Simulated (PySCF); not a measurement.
## A study: F5Nb, SMILES `F[Nb](F)(F)(F)F`

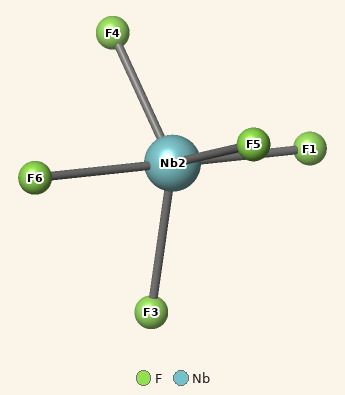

The molecule, with its atoms numbered as below. No frequency check shows the geometry to be a minimum.

Geometry (Å), atoms numbered from 1:

```
F1       1.7853   -0.0002   -0.0014
Nb2     -0.0001   -0.0001   -0.0000
F3      -0.0006   -1.7552   -0.4730
F4      -0.0009    1.2873   -1.2835
F5       0.0021    0.4681    1.7566
F6      -1.7853    0.0003    0.0015
```

Part 1: Bonding charge

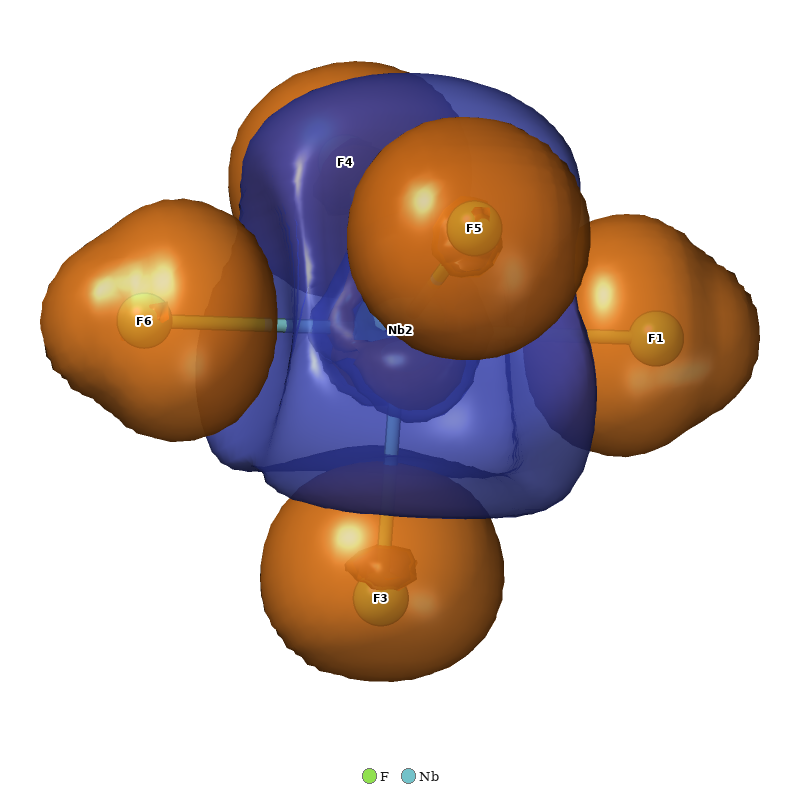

Deformation density (molecule less spherical, spin-averaged free atoms at the same positions), surfaces at ±0.04 e/Å³; orange: gain, blue: loss.

PySCF calculation, PBE0/def2-TZVP, gas phase; geometry: GFN2-xTB. Core potentials replace the inner electrons of Nb; spin–orbit coupling isn't included. This is a single-reference result, which may miss multireference character in this system.

**Describe the bonding that the map shows.**

Nb2–F3, Nb2–F4 and Nb2–F5: +0.10 e/Å³ at the bond critical point (bond length 1.82 Å, Mayer order 0.9); up to 0.6 Å beside the axis the gain reaches +0.31 e/Å³. Nb2–F6 and F1–Nb2: +0.08 e/Å³ at the bond critical point (bond length 1.78 Å, Mayer order 1.0); up to 0.6 Å beside the axis the gain reaches +0.33 e/Å³. In all, 1.5 electrons gather in the regions of gain relative to the promolecule. A small or negative value marks a very polar bond, one between electron-rich atoms, whose free-atom densities already overlap strongly, a long bond to a heavier atom, or a closed-shell contact such as a hydrogen bond.

**Where do the Hirshfeld charges lie?**

The highest Hirshfeld charge is on Nb2 (+1.02 e), the lowest on F1 and F6 (−0.21 e).

```json
{"atom": "F1", "charge (e)": "−0.21"}
{"atom": "Nb2", "charge (e)": "+1.02"}
{"atom": "F3", "charge (e)": "−0.20"}
{"atom": "F4", "charge (e)": "−0.20"}
{"atom": "F5", "charge (e)": "−0.20"}
{"atom": "F6", "charge (e)": "−0.21"}
```

Part 2: Bond critical points

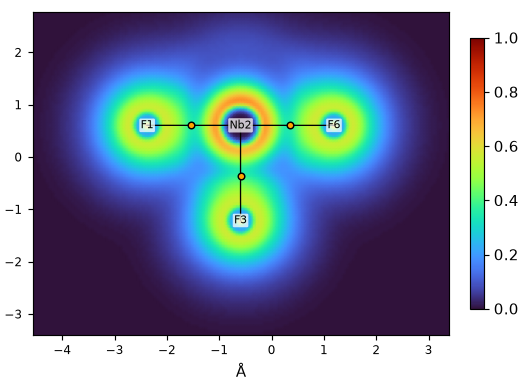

Localised orbital locator (LOL) in the plane of F1, Nb2, F3 and F6, with bond paths and bond critical points (dots).

**Rank the bonds in the plane by LOL at their critical points.**

Nb2–F3: about 0.37; Nb2–F6 and F1–Nb2: about 0.35. Values above 0.5 mark slow, localised electrons, as in shared pairs; low values at a critical point mark a polar or closed-shell contact whose critical point lies between the shells.

Part 3: Local ionisation energy

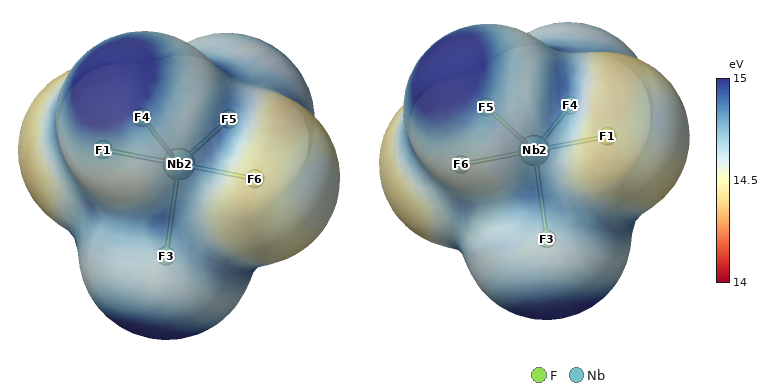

Average local ionisation energy on the surface of electron density 0.001 a.u. (back view left, front view right).

**Locate the minima of the map.**

The lowest value is 14.4 eV, 1.7 Å from F1, and at like points elsewhere. For comparison, the highest occupied orbital lies at −12.4 eV.

Part 4: In an electric field

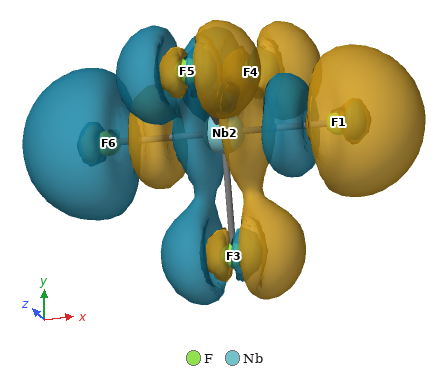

Change of the electron density in a uniform field of 0.21 V/Å, surfaces at ±0.001 e/Å³ (yellow: gain, teal: loss).

PySCF calculation, PBE0/def2-TZVP, gas phase; geometry: GFN2-xTB. Core potentials replace the inner electrons of Nb; spin–orbit coupling isn't included. This is a single-reference result, which may miss multireference character in this system. A basis without diffuse functions makes polarisabilities too small.

The field was applied in both directions; the picture shows the one opposite to the script's first.

**Along which Cartesian direction does the field point?**

Along −x: electrons gather on the +x side, against the field.

**How large is the response?**

The induced dipole is 0.38 D (along the field); α along this axis, from the fields in both directions, is 38 bohr³ (5.6 Å³).

The PySCF runs shown took 11 s and 26 s on 1 thread of Intel(R) Xeon(R) 6975P-C (Granite Rapids) (shared host).
